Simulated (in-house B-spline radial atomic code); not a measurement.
# Co¹⁰⁺: ionisation energy by several methods

How far do functionals differ on the ionisation energy of Co¹⁰⁺? Each run solves Co¹⁰⁺ and then the next ion ([Ne] 3s2 3p4).

Method: non-relativistic, several functionals, spin-polarised, exact exchange averaged over the configuration; spherical all-electron atom at the radial basis limit. Code: in-house B-spline radial atomic code version 1.

### Step 1. The atom as given

| Quantity | Value |
| --- | --- |
| element | cobalt (Z = 27) |
| charge | +10 |
| electrons | 17 |
| configuration | [Ne] 3s2 3p5 |
| nucleus | point |

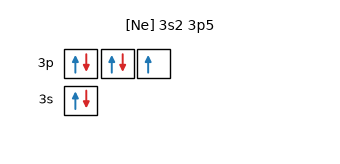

The shells outside the core, filled by Hund's rule for the drawing.

Where spins are not typed, each open shell is filled with up spins first.

### Step 2. BHandHLYP

Settings, as recorded:

```ini
Z = 27
electrons = 17.0
configuration = [Ne] 3s2 3p5
hamiltonian = nr
method = bhandhlyp
spin_polarised = True
exact_exchange = averaged over the configuration
```

Started as:

```sh
$ python run_scf.py task.json out
```

The settings of every run stand in task.json; they run in order.

Main fields of the result record, rounded:

```text
{
  "status": "converged",
  "scf [iteration, energy, orbital gradient]": [
    [1, -1337.14751074, 1.09],
    [2, -1344.11977551, 0.223],
    [3, -1344.34706967, 0.0888],
    [4, -1344.38440369, 0.0352],
    [5, -1344.39142529, 0.00734],
    [6, -1344.39169914, 0.000125],
    [7, -1344.39169921, 1.03e-05],
    [8, -1344.39169921, 5.95e-07],
    [9, -1344.39169921, 6.32e-09]
  ],
  "energy [hartree]": {"total": -1344.39169921, "kinetic": 1343.69501848, "nuclear": -3034.08217487, "coulomb": 396.723820121, "exact_exchange": -24.7950407022, "xc": -25.9333222344},
  "orbitals [hartree, bohr; first row names the columns]": [
    ["name", "occ", "eps", "<r>", "<r^2>", "<1/r>", "r_max", "density_at_nucleus", "spin_orbit_zeta"],
    ["1s up", 1.0, -289.49396, 0.056906, 0.0043416, 26.512, 0.037508, 6043.6, "-"],
    ["1s down", 1.0, -289.45519, 0.0569, 0.0043406, 26.514, 0.037506, 6044.6, "-"],
    ["2s up", 1.0, -43.529376, 0.25698, 0.077759, 5.7447, 0.21545, 562.76, "-"],
    ["2s down", 1.0, -43.500826, 0.25685, 0.077658, 5.7453, 0.21549, 562.63, "-"],
    ["2p up", 3.0, -39.040793, 0.2248, 0.061828, 5.6845, 0.17301, "-", 0.35356],
    ["2p down", 3.0, -38.990295, 0.22508, 0.061991, 5.6785, 0.17319, "-", 0.35264],
    ["3s up", 1.0, -12.541223, 0.70122, 0.55948, 2.0272, 0.63875, 102.23, "-"],
    ["3s down", 1.0, -12.353915, 0.70316, 0.56273, 2.0198, 0.63931, 101.29, "-"],
    ["3p up", 3.0, -11.047125, 0.70317, 0.57004, 1.9443, 0.63114, "-", 0.059562],
    ["3p down", 2.0, -10.937269, 0.70446, 0.57263, 1.9442, 0.63161, "-", 0.059789]
  ],
  "sum_r [bohr^k]": {"-1": 112.3734, "1": 6.900114, "2": 4.513146},
  "density_at_nucleus [bohr^-3]": 13417.14,
  "spin_density_at_nucleus [bohr^-3]": 0.07307,
  "mass_velocity [hartree]": -40.60798,
  "darwin [hartree]": 30.3022,
  "radius_at_0.001 [bohr]": 1.801,
  "radius_enclosing_fraction [bohr]": {"0.5": 0.2936, "0.9": 0.8662, "0.99": 1.289},
  "slater [hartree]": {
    "F0(3s up,3s up)": 1.2808,
    "F0(3s up,3s down)": 1.2791,
    "F0(3s up,3p up)": 1.2792,
    "G1(3s up,3p up)": 0.84979,
    "F0(3s up,3p down)": 1.278,
    "F0(3s down,3s down)": 1.2774,
    "F0(3s down,3p up)": 1.2774,
    "F0(3s down,3p down)": 1.2763,
    "G1(3s down,3p down)": 0.84768,
    "F0(3p up,3p up)": 1.2792,
    "F2(3p up,3p up)": 0.65187,
    "F0(3p up,3p down)": 1.2781,
    "F2(3p up,3p down)": 0.65072,
    "F0(3p down,3p down)": 1.277,
    "F2(3p down,3p down)": 0.64958
  },
  "ionisation_energy [hartree]": 11.1957898
}
```

Run time: 0.11 s. Hardware: 1 thread, shared host.

The run also solves the next ion with the same method; the record keeps the difference, ionisation_energy. radius_at_0.001 is where the density falls to 0.001 electrons per bohr³.

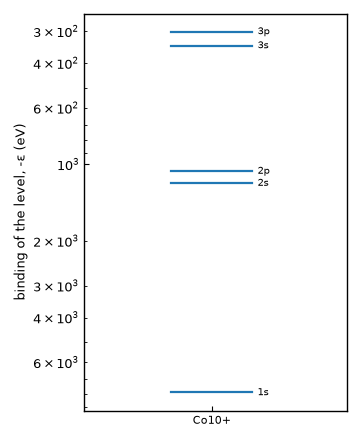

Orbital energies of this run on a logarithmic scale (up spins).

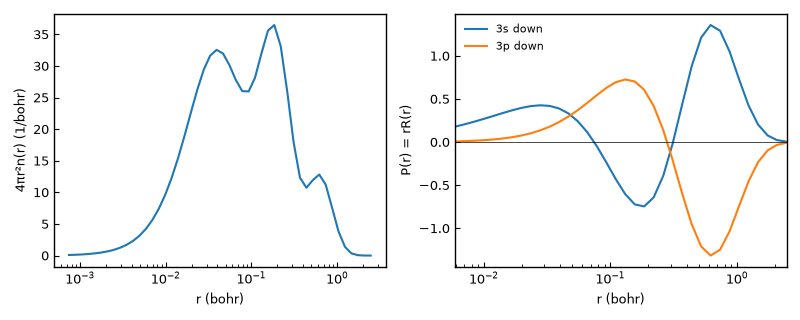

Radial density (left) and the radial functions of 3s down, 3p down (right).

On the record's full grid the radial density has clear maxima near r = 0.039, 0.18, 0.62 bohr.

### Step 3. ωB97X

Settings: those of step 2 with these lines changed.

```diff
@@ -4,3 +4,3 @@
 hamiltonian = nr
-method = bhandhlyp
+method = wb97x
 spin_polarised = True
```

Main fields:

```text
{
  "status": "converged",
  "scf [iteration, energy, orbital gradient]": [
    [1, -1337.20438681, 1.08],
    [2, -1344.13651443, 0.244],
    [3, -1344.40722096, 0.0941],
    [4, -1344.44994819, 0.0361],
    [5, -1344.45762392, 0.0085],
    [6, -1344.4579679, 0.000145],
    [7, -1344.45796796, 1.09e-05],
    [8, -1344.45796797, 9.19e-07],
    [9, -1344.45796797, 2.38e-08]
  ],
  "energy [hartree]": {"total": -1344.45796796, "kinetic": 1343.86830254, "nuclear": -3034.41505038, "coulomb": 396.977517502, "exact_exchange": -10.0859860958, "xc": -40.8027515266},
  "orbitals [hartree, bohr; first row names the columns]": [
    ["name", "occ", "eps", "<r>"],
    ["1s up", 1.0, -287.23222, 0.056908],
    ["1s down", 1.0, -287.20437, 0.056904],
    ["2s up", 1.0, -42.808666, 0.25739],
    ["2s down", 1.0, -42.788755, 0.25729],
    ["2p up", 3.0, -38.473014, 0.22511],
    ["2p down", 3.0, -38.43852, 0.22519],
    ["3s up", 1.0, -12.37334, 0.70044],
    ["3s down", 1.0, -12.255267, 0.70219],
    ["3p up", 3.0, -10.978128, 0.70059],
    ["3p down", 2.0, -10.886935, 0.70243]
  ],
  "sum_r [bohr^k]": {"-1": 112.3857, "1": 6.888648, "2": 4.488925},
  "ionisation_energy [hartree]": 11.2069075
}
```

It took 0.18 s on 1 thread, shared host.

### Step 4. PBE0

Settings: those of step 3 with these lines changed.

```diff
@@ -4,3 +4,3 @@
 hamiltonian = nr
-method = wb97x
+method = pbe0
 spin_polarised = True
```

Main fields:

```text
{
  "status": "converged",
  "scf [iteration, energy, orbital gradient]": [
    [1, -1336.90578698, 1.08],
    [2, -1343.77492063, 0.24],
    [3, -1344.07375918, 0.0919],
    [4, -1344.12001785, 0.035],
    [5, -1344.12795101, 0.0084],
    [6, -1344.12836069, 9.17e-05],
    [7, -1344.12836075, 6.29e-06],
    [8, -1344.12836075, 2.11e-07]
  ],
  "energy [hartree]": {"total": -1344.12836075, "kinetic": 1343.44343029, "nuclear": -3033.83894455, "coulomb": 396.887795757, "exact_exchange": -12.3958020592, "xc": -38.2248401908},
  "orbitals [hartree, bohr; first row names the columns]": [
    ["name", "occ", "eps", "<r>"],
    ["1s up", 1.0, -287.69372, 0.056915],
    ["1s down", 1.0, -287.66195, 0.05691],
    ["2s up", 1.0, -42.895688, 0.25731],
    ["2s down", 1.0, -42.872034, 0.25721],
    ["2p up", 3.0, -38.522226, 0.22504],
    ["2p down", 3.0, -38.482851, 0.22518],
    ["3s up", 1.0, -12.317493, 0.70124],
    ["3s down", 1.0, -12.17972, 0.70283],
    ["3p up", 3.0, -10.900844, 0.70225],
    ["3p down", 2.0, -10.802235, 0.70362]
  ],
  "sum_r [bohr^k]": {"-1": 112.3644, "1": 6.897061, "2": 4.50606},
  "ionisation_energy [hartree]": 11.2059046
}
```

Run time: 0.22 s. Hardware: 1 thread, shared host.

### Step 5. r2SCAN0

Settings: those of step 4 with these lines changed.

```diff
@@ -4,3 +4,3 @@
 hamiltonian = nr
-method = pbe0
+method = r2scan0
 spin_polarised = True
```

Main fields:

```text
{
  "status": "converged",
  "scf [iteration, energy, orbital gradient]": [
    [1, -1344.29173759, 0.0533],
    [2, -1344.2956232, 0.00139],
    [3, -1344.29562671, 0.000712],
    [4, -1344.29562761, 0.000366],
    [5, -1344.29562792, 2.58e-05],
    [6, -1344.29562793, 1.28e-06],
    [7, -1344.29562793, 1.83e-07]
  ],
  "energy [hartree]": {"total": -1344.29562793, "kinetic": 1343.61638487, "nuclear": -3033.95576379, "coulomb": 396.839739852, "exact_exchange": -12.3985721204, "xc": -38.3974167385},
  "orbitals [hartree, bohr; first row names the columns]": [
    ["name", "occ", "eps", "<r>"],
    ["1s up", 1.0, -288.39623, 0.056925],
    ["1s down", 1.0, -288.35513, 0.056918],
    ["2s up", 1.0, -43.14173, 0.2569],
    ["2s down", 1.0, -43.1229, 0.25682],
    ["2p up", 3.0, -38.70339, 0.22488],
    ["2p down", 3.0, -38.659843, 0.22505],
    ["3s up", 1.0, -12.396858, 0.7013],
    ["3s down", 1.0, -12.237933, 0.70343],
    ["3p up", 3.0, -10.937702, 0.70276],
    ["3p down", 2.0, -10.817052, 0.70459]
  ],
  "sum_r [bohr^k]": {"-1": 112.3687, "1": 6.899541, "2": 4.508975},
  "ionisation_energy [hartree]": 11.2094178
}
```

Run time: 0.14 s. Hardware: 1 thread, shared host.

Meta-GGA runs start from a PBE run whose iterations are not counted.

### Step 6. B97-1

Settings: those of step 5 with these lines changed.

```diff
@@ -4,3 +4,3 @@
 hamiltonian = nr
-method = r2scan0
+method = b97_1
 spin_polarised = True
```

Main fields:

```text
{
  "status": "converged",
  "scf [iteration, energy, orbital gradient]": [
    [1, -1337.04082769, 1.08],
    [2, -1343.89715588, 0.243],
    [3, -1344.21695403, 0.0923],
    [4, -1344.2658308, 0.0349],
    [5, -1344.27404643, 0.0086],
    [6, -1344.27449521, 8.97e-05],
    [7, -1344.27449528, 5.35e-06],
    [8, -1344.27449528, 1.12e-07]
  ],
  "energy [hartree]": {"total": -1344.27449528, "kinetic": 1343.47067416, "nuclear": -3033.89765743, "coulomb": 396.946171095, "exact_exchange": -10.4126131091, "xc": -40.3810699963},
  "orbitals [hartree, bohr; first row names the columns]": [
    ["name", "occ", "eps", "<r>"],
    ["1s up", 1.0, -287.4059, 0.056917],
    ["1s down", 1.0, -287.37599, 0.056912],
    ["2s up", 1.0, -42.803565, 0.2574],
    ["2s down", 1.0, -42.77891, 0.25726],
    ["2p up", 3.0, -38.449333, 0.2251],
    ["2p down", 3.0, -38.409943, 0.22518],
    ["3s up", 1.0, -12.274964, 0.70106],
    ["3s down", 1.0, -12.151595, 0.70295],
    ["3p up", 3.0, -10.872653, 0.70177],
    ["3p down", 2.0, -10.780745, 0.70369]
  ],
  "sum_r [bohr^k]": {"-1": 112.3666, "1": 6.896051, "2": 4.504575},
  "ionisation_energy [hartree]": 11.208813
}
```

It took 0.09 s on 1 thread, shared host.

### Step 7. TPSSh

Settings: those of step 6 with these lines changed.

```diff
@@ -4,3 +4,3 @@
 hamiltonian = nr
-method = b97_1
+method = tpssh
 spin_polarised = True
```

Main fields:

```text
{
  "status": "converged",
  "scf [iteration, energy, orbital gradient]": [
    [1, -1344.37909842, 0.0411],
    [2, -1344.38097513, 0.000965],
    [3, -1344.38097583, 0.000484],
    [4, -1344.38097597, 0.000244],
    [5, -1344.380976, 9.25e-06],
    [6, -1344.380976, 1.78e-06],
    [7, -1344.380976, 6.37e-08]
  ],
  "energy [hartree]": {"total": -1344.380976, "kinetic": 1343.69269807, "nuclear": -3034.06220682, "coulomb": 396.960271683, "exact_exchange": -4.95861996047, "xc": -46.013118979},
  "orbitals [hartree, bohr; first row names the columns]": [
    ["name", "occ", "eps", "<r>"],
    ["1s up", 1.0, -287.14445, 0.056885],
    ["1s down", 1.0, -287.11548, 0.056881],
    ["2s up", 1.0, -42.617286, 0.25727],
    ["2s down", 1.0, -42.599347, 0.2572],
    ["2p up", 3.0, -38.254352, 0.22519],
    ["2p down", 3.0, -38.22202, 0.22525],
    ["3s up", 1.0, -12.216694, 0.70103],
    ["3s down", 1.0, -12.098897, 0.70252],
    ["3p up", 3.0, -10.823104, 0.70215],
    ["3p down", 2.0, -10.723398, 0.7037]
  ],
  "sum_r [bohr^k]": {"-1": 112.3727, "1": 6.896952, "2": 4.504895},
  "ionisation_energy [hartree]": 11.2109133
}
```

Wall time 0.13 s (1 thread, shared host).

### Step 8. All methods side by side

| method | rung | total energy (hartree) | ΔSCF (eV) | −ε highest (eV) | ΔSCF less tabulated (eV) |
| --- | --- | --- | --- | --- | --- |
| BHandHLYP | global hybrid | -1344.3917 | 304.65 | 297.62 (3p down) | -0.67 |
| PBE0 | global hybrid | -1344.1284 | 304.93 | 293.94 (3p down) | -0.39 |
| r2SCAN0 | global hybrid | -1344.2956 | 305.02 | 294.35 (3p down) | -0.30 |
| B97-1 | global hybrid | -1344.2745 | 305.01 | 293.36 (3p down) | -0.31 |
| TPSSh | global hybrid | -1344.3810 | 305.06 | 291.80 (3p down) | -0.26 |
| ωB97X | range-separated hybrid | -1344.4580 | 304.96 | 296.25 (3p down) | -0.36 |

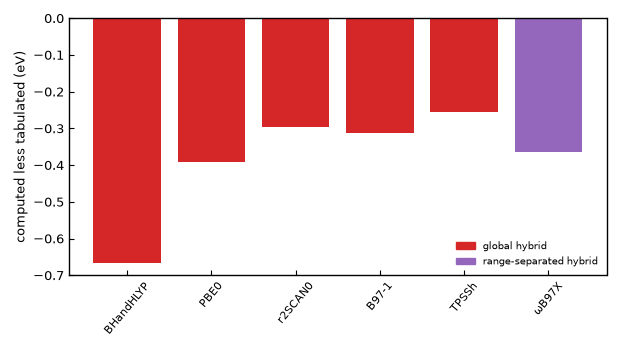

Error of each method against the tabulated value; one colour a rung.

Tables give 305.32 ± 0.23 eV (semi-empirical; NIST Atomic Spectra Database) for the ionisation energy. TPSSh misses by -0.26 eV, the least, and BHandHLYP by -0.67 eV (0.22 %), the most. These runs lack relativity altogether, which can outweigh the gaps between the methods, so the nearest may be so by luck. Open shells are averaged (over orientations, and over spins where the run is restricted), while tables refer to the lowest levels.

Cost against accuracy (CPU time on one thread of a shared host; * marks runs that also wrote radial tables):

| method | CPU time | miss (eV) |
| --- | --- | --- |
| B97-1 | 0.09 s | -0.31 |
| BHandHLYP* | 0.11 s | -0.67 |
| TPSSh | 0.13 s | -0.26 |
| r2SCAN0* | 0.14 s | -0.30 |
| ωB97X* | 0.18 s | -0.36 |
| PBE0* | 0.22 s | -0.39 |
